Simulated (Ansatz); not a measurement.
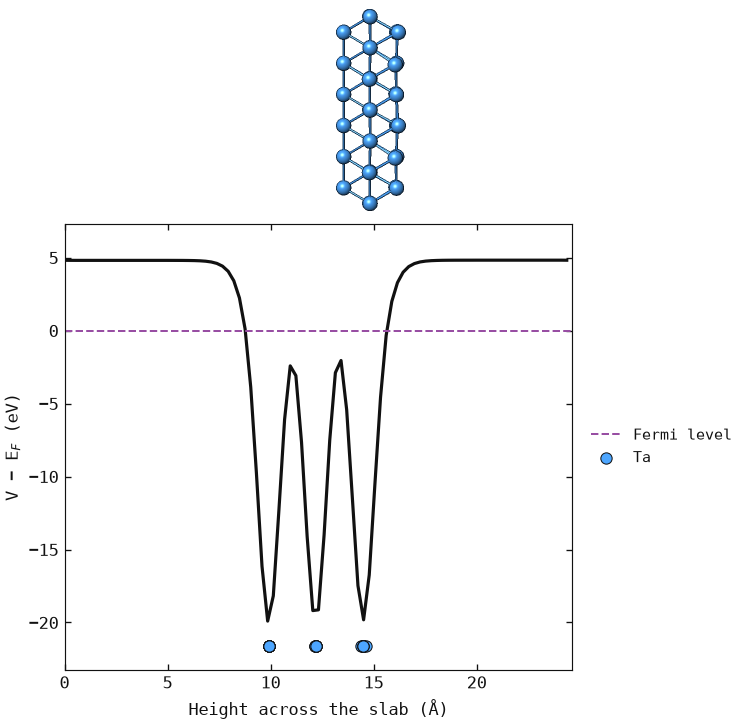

Plane-averaged electrostatic potential energy of an electron across the slab; circles at the bottom mark the heights of the atoms. The structure is drawn too.

Structure: a (110) slab cut from Ta (Im-3m), 27 atoms in the cell, the slab at its places in the relaxed adsorbed structure.

Level of theory: DFT PBE+D3(BJ), scalar-relativistic, plane waves, PAW, no spin polarisation, 3×3×1 k mesh, Gaussian smearing of 0.1 eV; code Ansatz 0.2.0.

Read off the work function of each face.

Answer. The work function is 4.83 eV, the same on both faces. The two vacuum levels agree, so the slab has no net dipole along its normal.

How thick are slab and vacuum?

Answer. The outermost atoms are 4.7 Å apart, which leaves 19.9 Å of vacuum in a cell 24.6 Å high.

The atoms aren't at rest in this cell (largest force 1.2 eV/Å), so the relaxed material can differ. Spin-orbit coupling is left out, which matters for Ta.
